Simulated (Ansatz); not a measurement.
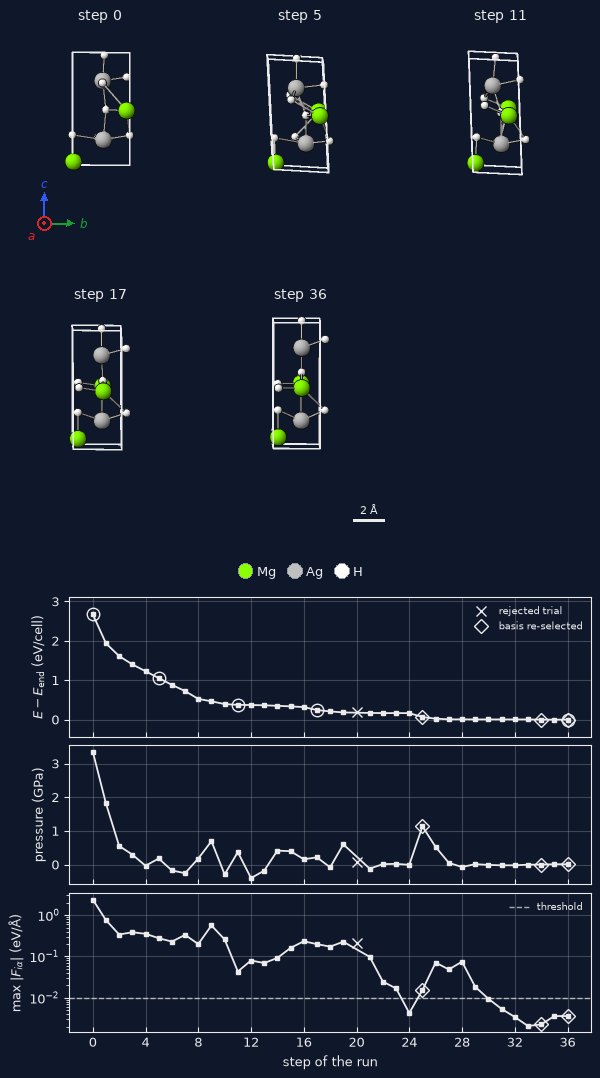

Frames of a relaxation of a crystal of MgAgH3 (built on the KZnF3-221 type type), marked on the history of the run. Style: ball-and-stick. Shown: the cell of the calculation, reduced to other axes, along the a axis. Lengths and directions refer to the drawn axes.

Case: shaken.

All numbers below come from DFT, PBEsol, plane waves, PAW in Ansatz 0.2.0. Settings: plane-wave cutoff 420 eV; k-point mesh 2 × 6 × 6; occupations fermi dirac; smearing width 0.05 eV; no spin polarisation; cell and atoms relaxed; force threshold 0.01 eV/Å; at most 120 steps.

**What happens along the run?**

Over 32 accepted moves (36 points after the start) the energy falls by 2.676 eV per cell of the calculation. The largest force component goes from 2.4 to 0.0036 eV/Å. The pressure goes from 3.35 to 0.01 GPa. The line search rejected the trial step at point 20 of the run. At 3 points the geometry stayed and the basis and grid were re-selected for the new cell (energy shift of 99.7 meV per cell of the calculation at most each time). An H atom moves most relative to the cell: 2.48 Å roughly along [0 −3 −2]. By element the largest moves are H 2.48 Å, Mg 1.24 Å, Ag 0.82 Å. The drawn cell changes as follows: a 3.727 → 4.752 Å (+27.5 %), b 3.780 → 3.082 Å (−18.5 %), c 7.415 → 8.306 Å (+12.0 %), α 90.4° → 90.0°, β 90.3° → 98.0°, γ 91.0° → 90.0°; the volume changes by +15.3 %. Near-neighbour distances that change, for instance: Ag–H 2.067 → 4.056 Å, Ag–H 1.671 → 3.588 Å, Ag–H 1.986 → 3.225 Å, H–Mg 2.836 → 1.798 Å. New bonds form, among them: H–Mg (2.63 → 2.09 Å), H–Mg (2.72 → 2.01 Å), H–Mg (2.84 → 1.80 Å). Bonds break, among them: Ag–H (1.67 → 3.59 Å), Ag–H (1.99 → 3.22 Å), Ag–H (2.07 → 4.06 Å). Bond angles that change, for instance: H–Ag–H 164.4° → 109.4°, Ag–H–Ag 164.4° → 109.4°, H–Ag–H 169.9° → 127.1°. The space group (tolerance 0.01 Å) goes from P1 (No. 1) to Pm (No. 6). From step 0 to 5: an H atom moves most (0.88 Å), volume +2.0 %, energy −1.620 eV per cell of the calculation. From step 5 to 11: an H atom moves most (0.76 Å), volume −2.0 %, energy −0.680 eV per cell of the calculation. From step 11 to 17: an H atom moves most (0.82 Å), volume +6.2 %, energy −0.131 eV per cell of the calculation. From step 17 to 36: an H atom moves most (0.36 Å), volume +8.6 %, energy −0.244 eV per cell of the calculation.

```json
{"step": "0", "E − E(0), meV/atom": "0.00", "largest force component, eV/Å": "2.3890", "pressure, GPa": "3.35", "volume, Å³/atom": "10.444", "note": ""}
{"step": "1", "E − E(0), meV/atom": "-73.78", "largest force component, eV/Å": "0.7557", "pressure, GPa": "1.82", "volume, Å³/atom": "10.200", "note": ""}
{"step": "2", "E − E(0), meV/atom": "-106.25", "largest force component, eV/Å": "0.3396", "pressure, GPa": "0.56", "volume, Å³/atom": "10.295", "note": ""}
{"step": "3", "E − E(0), meV/atom": "-127.27", "largest force component, eV/Å": "0.3855", "pressure, GPa": "0.30", "volume, Å³/atom": "10.380", "note": ""}
{"step": "4", "E − E(0), meV/atom": "-144.66", "largest force component, eV/Å": "0.3538", "pressure, GPa": "-0.03", "volume, Å³/atom": "10.529", "note": ""}
{"step": "5", "E − E(0), meV/atom": "-162.03", "largest force component, eV/Å": "0.2768", "pressure, GPa": "0.18", "volume, Å³/atom": "10.656", "note": ""}
{"step": "6", "E − E(0), meV/atom": "-179.24", "largest force component, eV/Å": "0.2292", "pressure, GPa": "-0.17", "volume, Å³/atom": "10.807", "note": ""}
{"step": "7", "E − E(0), meV/atom": "-195.04", "largest force component, eV/Å": "0.3329", "pressure, GPa": "-0.25", "volume, Å³/atom": "10.787", "note": ""}
{"step": "8", "E − E(0), meV/atom": "-214.88", "largest force component, eV/Å": "0.1997", "pressure, GPa": "0.18", "volume, Å³/atom": "10.579", "note": ""}
{"step": "9", "E − E(0), meV/atom": "-221.00", "largest force component, eV/Å": "0.5622", "pressure, GPa": "0.70", "volume, Å³/atom": "10.410", "note": ""}
{"step": "10", "E − E(0), meV/atom": "-227.97", "largest force component, eV/Å": "0.2581", "pressure, GPa": "-0.29", "volume, Å³/atom": "10.571", "note": ""}
{"step": "11", "E − E(0), meV/atom": "-230.04", "largest force component, eV/Å": "0.0433", "pressure, GPa": "0.37", "volume, Å³/atom": "10.444", "note": ""}
{"step": "13", "E − E(0), meV/atom": "-231.06", "largest force component, eV/Å": "0.0694", "pressure, GPa": "-0.18", "volume, Å³/atom": "10.586", "note": ""}
{"step": "14", "E − E(0), meV/atom": "-232.44", "largest force component, eV/Å": "0.0921", "pressure, GPa": "0.42", "volume, Å³/atom": "10.632", "note": ""}
{"step": "15", "E − E(0), meV/atom": "-233.79", "largest force component, eV/Å": "0.1610", "pressure, GPa": "0.40", "volume, Å³/atom": "10.756", "note": ""}
{"step": "17", "E − E(0), meV/atom": "-243.16", "largest force component, eV/Å": "0.1986", "pressure, GPa": "0.22", "volume, Å³/atom": "11.091", "note": ""}
{"step": "18", "E − E(0), meV/atom": "-246.68", "largest force component, eV/Å": "0.1730", "pressure, GPa": "-0.08", "volume, Å³/atom": "11.200", "note": ""}
{"step": "20", "E − E(0), meV/atom": "-248.92", "largest force component, eV/Å": "0.2177", "pressure, GPa": "0.09", "volume, Å³/atom": "11.470", "note": "rejected"}
{"step": "21", "E − E(0), meV/atom": "-250.52", "largest force component, eV/Å": "0.0980", "pressure, GPa": "-0.12", "volume, Å³/atom": "11.530", "note": ""}
{"step": "22", "E − E(0), meV/atom": "-250.90", "largest force component, eV/Å": "0.0247", "pressure, GPa": "0.02", "volume, Å³/atom": "11.497", "note": ""}
{"step": "24", "E − E(0), meV/atom": "-250.94", "largest force component, eV/Å": "0.0043", "pressure, GPa": "-0.01", "volume, Å³/atom": "11.511", "note": ""}
{"step": "25", "E − E(0), meV/atom": "-260.91", "largest force component, eV/Å": "0.0154", "pressure, GPa": "1.13", "volume, Å³/atom": "11.511", "note": "same geometry, new basis"}
{"step": "26", "E − E(0), meV/atom": "-265.03", "largest force component, eV/Å": "0.0711", "pressure, GPa": "0.52", "volume, Å³/atom": "11.769", "note": ""}
{"step": "28", "E − E(0), meV/atom": "-266.80", "largest force component, eV/Å": "0.0749", "pressure, GPa": "-0.07", "volume, Å³/atom": "12.100", "note": ""}
{"step": "29", "E − E(0), meV/atom": "-266.96", "largest force component, eV/Å": "0.0185", "pressure, GPa": "0.02", "volume, Å³/atom": "12.085", "note": ""}
{"step": "31", "E − E(0), meV/atom": "-266.99", "largest force component, eV/Å": "0.0054", "pressure, GPa": "-0.02", "volume, Å³/atom": "12.076", "note": ""}
{"step": "32", "E − E(0), meV/atom": "-267.01", "largest force component, eV/Å": "0.0034", "pressure, GPa": "-0.02", "volume, Å³/atom": "12.069", "note": ""}
{"step": "33", "E − E(0), meV/atom": "-267.02", "largest force component, eV/Å": "0.0021", "pressure, GPa": "0.00", "volume, Å³/atom": "12.054", "note": ""}
{"step": "35", "E − E(0), meV/atom": "-267.56", "largest force component, eV/Å": "0.0036", "pressure, GPa": "0.01", "volume, Å³/atom": "12.045", "note": ""}
{"step": "36", "E − E(0), meV/atom": "-267.55", "largest force component, eV/Å": "0.0036", "pressure, GPa": "0.01", "volume, Å³/atom": "12.045", "note": "same geometry, new basis"}
```
